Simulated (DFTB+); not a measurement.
C$_{2}$H$_{3}$In: geometry relaxation (part 1 of 2)

C$_{2}$H$_{3}$In (InH2(CCH)), SMILES [H][In]([H])[C]#C, computed with GFN1-xTB, R-SCC, dispersion built in (DFTB+ 25.1).

The geometry comes from this level: GFN2-xTB.

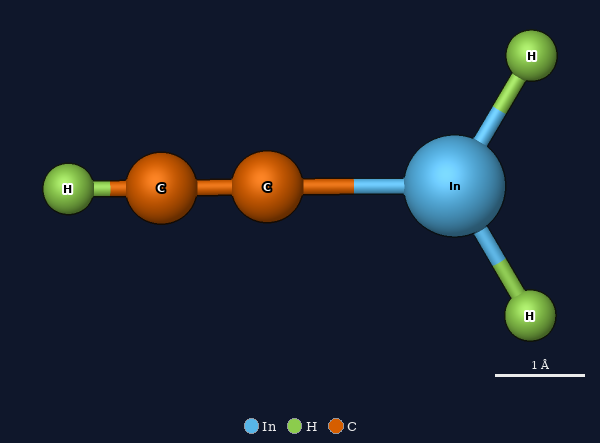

*The structure as given in the input (ball-and-stick view, seen on its broad side). Sticks mark near contacts.*

Bond lengths as drawn: C–C 1.21 Å, C–H 1.06 Å, C–In 2.13 Å and H–In 1.72 Å.

### The input (dftb_in.hsd)
```
# GFN1-XTB geometry optimisation
Geometry = GenFormat {
  <<< "mol.gen"
}

Driver = gDIIS {
  MovedAtoms = 1:-1
  MaxForceComponent = 0.001
  MaxSteps = 100
  AppendGeometries = Yes
}

Hamiltonian = xTB {
  Method = "GFN1-xTB"
  Filling = Fermi {
    Temperature [K] = 300
  }
}

Analysis {
  PrintForces = Yes
}

Options {
  WriteResultsTag = Yes
}

InputVersion = 25.1
```

### File mol.gen
```
6 C
In H C
   1  1      0.677600      1.173720      0.002810
   2  2      2.397900      1.176830      0.029930
   3  2     -0.166880      2.673240     -0.042650
   4  3     -0.396190     -0.670400      0.007340
   5  3     -0.992380     -1.718940      0.003930
   6  2     -1.520060     -2.634450     -0.001350
```

Launched with:
```bash
dftb+ > output.log
```

### What the program printed
```
|  DFTB+ development version (commit: a23bfb2)

Reading input file 'dftb_in.hsd'
Parser version: 14

--------------------------------------------------------------------------------
WARNING!
-> This driver is deprecated and will be removed in future versions.
Please use the GeometryOptimisation driver instead.
Path: dftbplusinput/Driver/gDIIS
Line: 6-11 (File: dftb_in.hsd)

Processed input in HSD format written to 'dftb_pin.hsd'

Starting initialization...
--------------------------------------------------------------------------------
OpenMP threads:              1
Chosen random seed:          327481442
Current stacksize:           unlimited
Mode:                        Modified gDIIS relaxation
WARNING!
-> This geometry optimisation method requires force related energies for accurate minimisation.
Self consistent charges:     Yes
SCC-tolerance:                 0.100000E-04
Max. scc iterations:                    100
Shell resolved Hubbard:      Yes
Spin polarisation:           No
Nr. of up electrons:             7.000000
Nr. of down electrons:           7.000000
Periodic boundaries:         No
Electronic solver:           Relatively robust
Mixer:                       Broyden mixer
Mixing parameter:                  0.200000
Nr. of chrg. vec. in memory:            100
Max. SCC-cycles:                        100
Nr. of moved atoms:                       6
Max. nr. of geometry steps:             100
Force tolerance:               0.100000E-02
tblite library version:      0.3.0
-> parametrization:          GFN1-xTB
-> repulsion:                Yes
-> dispersion:               Yes
-> halogen bonding:          Yes
-> electrostatics:           Yes
   -> isotropic:             Yes
   -> anisotropic:           No
   -> third-order:           Yes
Electronic temperature:              0.950045E-03 H      0.258520E-01 eV
Initial charges:             Set automatically (system chrg:   0.000E+00)
Included shells:            In:  s, p, d
                             H:  s, s2
                             C:  s, p
Extra options:
                             Mulliken analysis
Force type                   original

--------------------------------------------------------------------------------

***  Geometry step: 0

 iSCC Total electronic   Diff electronic      SCC error
    1   -0.74070771E+01    0.00000000E+00    0.10485595E+01
    2   -0.74110894E+01   -0.74070771E+01    0.79316846E+00
    3   -0.74121148E+01   -0.40123368E-02    0.11954505E+00
    4   -0.74134943E+01   -0.10253716E-02    0.71726279E-01
    5   -0.74140177E+01   -0.13794724E-02    0.12022580E-01
    6   -0.74140384E+01   -0.52336919E-03    0.75618008E-02
    7   -0.74140441E+01   -0.20791809E-04    0.13527579E-02
    8   -0.74140443E+01   -0.56896181E-05    0.16221780E-03
    9   -0.74140443E+01   -0.16826975E-06    0.32344799E-04
   10   -0.74140443E+01   -0.11176322E-08    0.13126412E-04
   11   -0.74140443E+01   -0.13813484E-09    0.63878324E-06

Total Energy:                       -7.2707670771 H         -197.8476 eV
Extrapolated to 0K:                 -7.2707670771 H         -197.8476 eV
Total Mermin free energy:           -7.2707670771 H         -197.8476 eV
Force related energy:               -7.2707670771 H         -197.8476 eV

Maximal force component:             0.110724E-01
Averaged force norm:                 0.599678E-02

--------------------------------------------------------------------------------

***  Geometry step: 1

 iSCC Total electronic   Diff electronic      SCC error
    1   -0.74142726E+01    0.00000000E+00    0.34510191E-02
    2   -0.74142758E+01   -0.22826465E-03    0.20094450E-02
    3   -0.74142772E+01   -0.32420146E-05    0.40039655E-03
    4   -0.74142772E+01   -0.13989715E-05    0.26164507E-03
    5   -0.74142772E+01   -0.27024155E-07    0.75304875E-04
    6   -0.74142772E+01   -0.20976678E-08    0.11169993E-04
    7   -0.74142772E+01   -0.15764634E-09    0.51726062E-05

Total Energy:                       -7.2705101394 H         -197.8406 eV
Extrapolated to 0K:                 -7.2705101394 H         -197.8406 eV
Total Mermin free energy:           -7.2705101394 H         -197.8406 eV
Force related energy:               -7.2705101394 H         -197.8406 eV

Maximal force component:             0.140943E-01
Averaged force norm:                 0.766365E-02

--------------------------------------------------------------------------------

***  Geometry step: 2

 iSCC Total electronic   Diff electronic      SCC error
    1   -0.74153499E+01    0.00000000E+00    0.11343688E-01
    2   -0.74153898E+01   -0.10726421E-02    0.64161965E-02
    3   -0.74154071E+01   -0.39874206E-04    0.15366341E-02
    4   -0.74154075E+01   -0.17372531E-04    0.87649860E-03
    5   -0.74154076E+01   -0.40268487E-06    0.30545755E-03
    6   -0.74154076E+01   -0.29355210E-07    0.12025507E-03
    7   -0.74154076E+01   -0.11520349E-08    0.19561538E-04
    8   -0.74154076E+01   -0.58532201E-09    0.61419042E-06

Total Energy:                       -7.2710818076 H         -197.8562 eV
Extrapolated to 0K:                 -7.2710818076 H         -197.8562 eV
Total Mermin free energy:           -7.2710818076 H         -197.8562 eV
Force related energy:               -7.2710818076 H         -197.8562 eV

Maximal force component:             0.107656E-01
Averaged force norm:                 0.751172E-02

--------------------------------------------------------------------------------

***  Geometry step: 3

 iSCC Total electronic   Diff electronic      SCC error
    1   -0.74125946E+01    0.00000000E+00    0.45128754E-02
    2   -0.74125976E+01    0.28129794E-02    0.29094835E-02
    3   -0.74125990E+01   -0.30664954E-05    0.99548782E-03
    4   -0.74125990E+01   -0.13995538E-05    0.32920004E-03
    5   -0.74125991E+01   -0.45664361E-08    0.59110204E-04
    6   -0.74125991E+01   -0.54503602E-08    0.12246454E-04
    7   -0.74125991E+01   -0.43028159E-09    0.41499742E-05

Total Energy:                       -7.2711957544 H         -197.8593 eV
Extrapolated to 0K:                 -7.2711957544 H         -197.8593 eV
Total Mermin free energy:           -7.2711957544 H         -197.8593 eV
Force related energy:               -7.2711957544 H         -197.8593 eV

Maximal force component:             0.299177E-02
Averaged force norm:                 0.211887E-02

--------------------------------------------------------------------------------

***  Geometry step: 4

 iSCC Total electronic   Diff electronic      SCC error
    1   -0.74119864E+01    0.00000000E+00    0.58965778E-03
    2   -0.74119864E+01    0.61269751E-03    0.33765223E-03
    3   -0.74119864E+01   -0.18776578E-07    0.10341286E-03
    4   -0.74119864E+01   -0.70383885E-08    0.57774592E-04
    5   -0.74119864E+01   -0.10817125E-10    0.11512816E-04
    6   -0.74119864E+01   -0.29852920E-09    0.58864215E-06

Total Energy:                       -7.2712053698 H         -197.8596 eV
Extrapolated to 0K:                 -7.2712053698 H         -197.8596 eV
Total Mermin free energy:           -7.2712053698 H         -197.8596 eV
Force related energy:               -7.2712053698 H         -197.8596 eV

Maximal force component:             0.210476E-02
Averaged force norm:                 0.145599E-02

--------------------------------------------------------------------------------

***  Geometry step: 5

 iSCC Total electronic   Diff electronic      SCC error
    1   -0.74113820E+01    0.00000000E+00    0.53089035E-03
    2   -0.74113821E+01    0.60436125E-03    0.33430456E-03
    3   -0.74113821E+01   -0.56050729E-07    0.17706703E-03
    4   -0.74113821E+01   -0.26708618E-07    0.90102447E-04
    5   -0.74113821E+01   -0.24242830E-09    0.14789543E-04
    6   -0.74113821E+01   -0.31940406E-09    0.15390975E-05

Total Energy:                       -7.2712407414 H         -197.8605 eV
Extrapolated to 0K:                 -7.2712407414 H         -197.8605 eV
Total Mermin free energy:           -7.2712407414 H         -197.8605 eV
Force related energy:               -7.2712407414 H         -197.8605 eV

Maximal force component:             0.194835E-02
Averaged force norm:                 0.147581E-02

--------------------------------------------------------------------------------

***  Geometry step: 6

 iSCC Total electronic   Diff electronic      SCC error
    1   -0.74084145E+01    0.00000000E+00    0.89175798E-02
    2   -0.74084343E+01    0.29676276E-02    0.53421001E-02
    3   -0.74084435E+01   -0.19829933E-04    0.13006623E-02
    4   -0.74084436E+01   -0.91872281E-05    0.62097389E-03
    5   -0.74084436E+01   -0.11749111E-06    0.20891529E-03
    6   -0.74084436E+01   -0.16759178E-07    0.58138588E-04
    7   -0.74084436E+01   -0.11254109E-08    0.12586368E-04
    8   -0.74084436E+01   -0.24140423E-09    0.98568719E-07

Total Energy:                       -7.2714061570 H         -197.8650 eV
Extrapolated to 0K:                 -7.2714061570 H         -197.8650 eV
Total Mermin free energy:           -7.2714061570 H         -197.8650 eV
Force related energy:               -7.2714061570 H         -197.8650 eV

Maximal force component:             0.856874E-02
Averaged force norm:                 0.563957E-02

--------------------------------------------------------------------------------

***  Geometry step: 7

 iSCC Total electronic   Diff electronic      SCC error
    1   -0.73887454E+01    0.00000000E+00    0.17936821E-01
    2   -0.73887613E+01    0.19698182E-01    0.99283156E-02
    3   -0.73887667E+01   -0.15876735E-04    0.33814102E-02
    4   -0.73887666E+01   -0.54111594E-05    0.17148787E-02
    5   -0.73887670E+01    0.12448551E-06    0.33342764E-03
    6   -0.73887670E+01   -0.39499459E-06    0.16278027E-03
    7   -0.73887670E+01   -0.40566688E-08    0.14983116E-04
    8   -0.73887670E+01   -0.12678205E-08    0.50020542E-06

Total Energy:                       -7.2686060946 H         -197.7888 eV
Extrapolated to 0K:                 -7.2686060946 H         -197.7888 eV
Total Mermin free energy:           -7.2686060946 H         -197.7888 eV
Force related energy:               -7.2686060946 H         -197.7888 eV

Maximal force component:             0.669762E-01
Averaged force norm:                 0.428840E-01

--------------------------------------------------------------------------------

***  Geometry step: 8

 iSCC Total electronic   Diff electronic      SCC error
    1   -0.73872537E+01    0.00000000E+00    0.11355555E-02
    2   -0.73872537E+01    0.15133098E-02    0.66535313E-03
    3   -0.73872538E+01   -0.41879511E-07    0.27994982E-03
    4   -0.73872538E+01   -0.13133627E-07    0.90799667E-04
    5   -0.73872538E+01    0.68701667E-09    0.16447419E-04
    6   -0.73872538E+01   -0.14836337E-08    0.13360896E-05

Total Energy:                       -7.2683077575 H         -197.7807 eV
Extrapolated to 0K:                 -7.2683077575 H         -197.7807 eV
Total Mermin free energy:           -7.2683077575 H         -197.7807 eV
Force related energy:               -7.2683077575 H         -197.7807 eV

Maximal force component:             0.700733E-01
Averaged force norm:                 0.447263E-01

--------------------------------------------------------------------------------

***  Geometry step: 9
```
